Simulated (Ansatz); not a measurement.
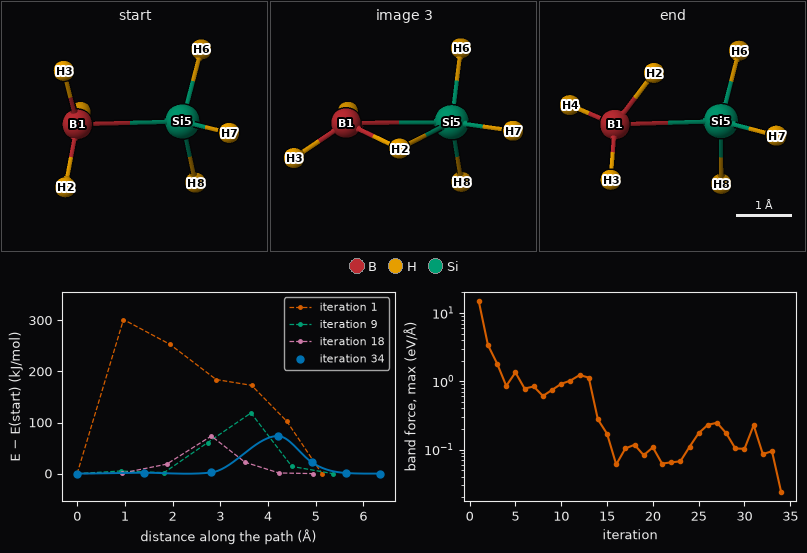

A nudged-elastic-band calculation for BSiH$_{6}$ (multiplicity 2). Images are numbered from 0 (start) to 6 (end). The plot follows the band through its iterations. The picture is a ball-and-stick view, seen at a tilt.

All numbers below come from Ansatz 0.2.0, UKS LDA/def2-SVP. Settings: 5 movable images; climbing image; force threshold 0.05 eV/Å; iteration limit 60; spring constant 20.0 eV/Å²; starting path through a guess of the saddle point.

**Did the band converge, and can the barrier be trusted?**

The run is converged, with reservations. The band converged in 34 iterations. The largest component of the band force went from 15 to 0.024 eV/Å. The climbing image converged on the top of the path. Its curvatures weren't checked. The first iteration put the highest image at 301.6 kJ/mol. The two ends have the same energy, and the highest point, image 3, lies 73.5 kJ/mol above the start.

Cost: 3.1 min on 1 thread of Arm Neoverse V1, with other jobs on the host, peak memory 0.12 GiB.
